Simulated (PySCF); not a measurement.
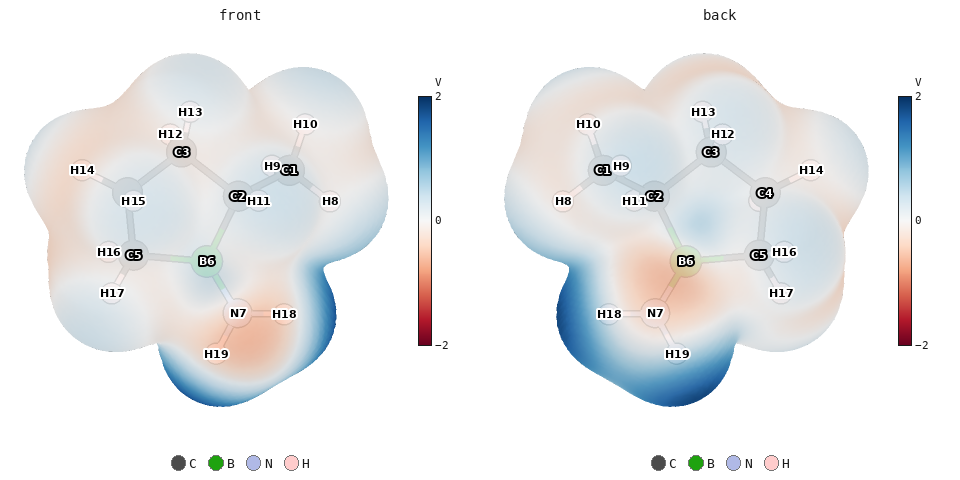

C$_{5}$H$_{12}$BN. The electrostatic potential painted on the density surface at 0.002 e/bohr³, seen from the front and from behind; red is negative and blue positive.

Geometry: GFN2-xTB.

All numbers below come from wB97X-D/def2-SVPD, SCF density, gas phase in PySCF 2.14.0.

```yaml
atoms:
  - { symbol: C, position_ang: [0.6484, 1.9759, -0.5376] }
  - { symbol: C, position_ang: [0.0178, 0.8291, 0.2509] }
  - { symbol: C, position_ang: [-1.3558, 0.4183, -0.3095] }
  - { symbol: C, position_ang: [-1.6130, -0.9910, 0.2264] }
  - { symbol: C, position_ang: [-0.2658, -1.7231, 0.1157] }
  - { symbol: B, position_ang: [0.8065, -0.5611, 0.2939] }
  - { symbol: N, position_ang: [2.1691, -0.7176, 0.4362] }
  - { symbol: H, position_ang: [1.5962, 2.2750, -0.0935] }
  - { symbol: H, position_ang: [0.8336, 1.6732, -1.5664] }
  - { symbol: H, position_ang: [-0.0074, 2.8457, -0.5518] }
  - { symbol: H, position_ang: [-0.1338, 1.1790, 1.2801] }
  - { symbol: H, position_ang: [-1.2981, 0.3865, -1.4001] }
  - { symbol: H, position_ang: [-2.1502, 1.1135, -0.0329] }
  - { symbol: H, position_ang: [-2.4147, -1.4945, -0.3165] }
  - { symbol: H, position_ang: [-1.9062, -0.9278, 1.2767] }
  - { symbol: H, position_ang: [-0.1765, -2.1665, -0.8795] }
  - { symbol: H, position_ang: [-0.2016, -2.5477, 0.8266] }
  - { symbol: H, position_ang: [2.8108, 0.0537, 0.5126] }
  - { symbol: H, position_ang: [2.6310, -1.6113, 0.4614] }
```

Question: Which sites attract a positive test charge, and which a negative one?

Answer: A positive charge is drawn to the negative regions and a negative charge to the positive ones. The most negative region (about −0.6 V, or −14 kcal/mol for a unit charge) lies over N7, the most positive (about +1.8 V, or +42 kcal/mol for a unit charge) over H18 and H19.

Question: What dipole moment does the calculation give?

Answer: Its dipole moment is 1.59 D.
